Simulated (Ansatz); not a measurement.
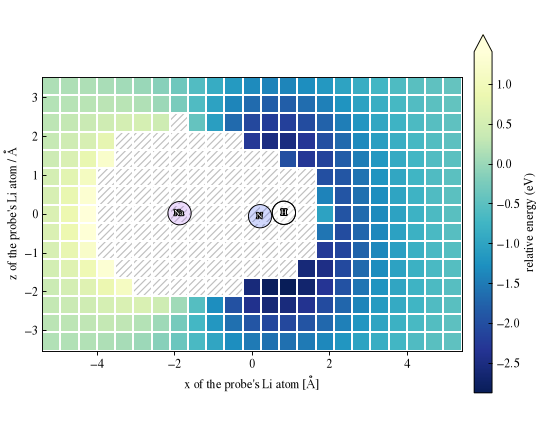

Energy landscape of H₂NNa (SMILES [NH2][Na]) with the probe Li+. The probe is moved over the plane through the molecule's long axis and the normal of its main plane. Coordinates scanned: (1) x of the probe's Li atom; (2) z of the probe's Li atom. Nothing is relaxed (molecule and probe rigid). The scan uses a 23 × 15 grid. At 93 points there is no value (left out of the scan, as a rule where atoms come close). Energies: eV, counted from molecule and probe far apart, each relaxed in its own basis (no counterpoise correction). Energies and slopes of some neighbouring points disagree (a jump in structure or state, or too coarse a mesh). Theory: RKS PBE0-D4/def2-TZVP in Ansatz.

Drawn: one coloured cell a grid point, labelled circles for the molecule's atoms, projected on the plane, one colour for all values above the top of the scale, hatched blanks where no value was computed. 

**Summarise what can be read from the map.**

The lowest grid point is at x of the probe's Li atom = 0.94 Å, z of the probe's Li atom = −1.88 Å [nearest 1 N at 1.96 Å], −2.88 eV from molecule and probe far apart, each relaxed in its own basis (no counterpoise correction). The highest grid point, x of the probe's Li atom = −4.23 Å, z of the probe's Li atom = 0.00 Å [nearest 1 Na at 2.37 Å], lies 4.28 eV above the lowest.

Grid values (eV):

```tsv
z of the probe's Li atom ↓, x of the probe's Li atom →	−4.70	−3.76	−2.82	−1.88	−0.94	0.00	0.94	1.88	2.82	3.76	4.70
3.29	0.15	0.11	−0.01	−0.35	−0.88	−1.32	−1.39	−1.17	−0.87	−0.62	−0.47
2.82	0.21	0.25	0.16	−0.25	−1.03	−1.67	−1.79	−1.45	−1.03	−0.70	−0.51
2.35	0.30	0.45	0.53	–	−1.08	−2.08	−2.18	−1.76	−1.19	−0.78	−0.54
1.88	0.43	0.76	–	–	–	−2.28	−2.52	−2.01	−1.35	−0.85	−0.57
1.41	0.57	1.21	–	–	–	–	−2.00	−2.15	−1.48	−0.91	−0.59
0.94	0.70	–	–	–	–	–	–	−2.00	−1.58	−0.96	−0.61
0.47	0.81	–	–	–	–	–	–	−1.41	−1.62	−1.00	−0.62
0.00	0.87	–	–	–	–	–	–	−1.03	−1.67	−1.03	−0.64
−0.47	0.86	–	–	–	–	–	–	−1.56	−1.71	−1.05	−0.66
−0.94	0.79	–	–	–	–	–	–	−2.26	−1.75	−1.05	−0.67
−1.41	0.67	1.32	–	–	–	–	–	−2.47	−1.69	−1.03	−0.66
−1.88	0.51	0.85	–	–	–	−2.56	−2.88	−2.33	−1.56	−0.98	−0.64
−2.35	0.37	0.52	0.58	0.05	−1.30	−2.41	−2.55	−2.06	−1.39	−0.91	−0.61
−2.82	0.26	0.30	0.20	−0.28	−1.18	−1.92	−2.09	−1.70	−1.20	−0.82	−0.57
−3.29	0.18	0.15	0.01	−0.38	−0.99	−1.52	−1.61	−1.37	−1.01	−0.72	−0.53
```

The table holds every second grid line.

The input of one point:

```yaml
crystal:
  periodic: [false, false, false]
  atoms:
    - { symbol: "N", position_ang: [0.211707, 2.0e-06, -0.063657] }
    - { symbol: Na, position_ang: [-1.863269, 2.0e-06, 0.014537] }
    - { symbol: H, position_ang: [0.825778, -0.802562, 0.02456] }
    - { symbol: H, position_ang: [0.825785, 0.802559, 0.02456] }
    - { symbol: Li, position_ang: [0.94, 0.0, -1.88] }
total_charge: 1
basis:
  gaussian: { orbitals: def2-TZVP }
hamiltonian:
  xc: pbe0
  dispersion: d4
output:
  forces: true
```

Each point was launched as `ansatz run input.yaml --threads 1 --pin off --max-ram 2560MiB --backend cpu --events-out ev --progress --plain --runs-dir out`. Time for the 252 points that were run: 9 min on 1 thread of Arm Neoverse V2 (shared host).
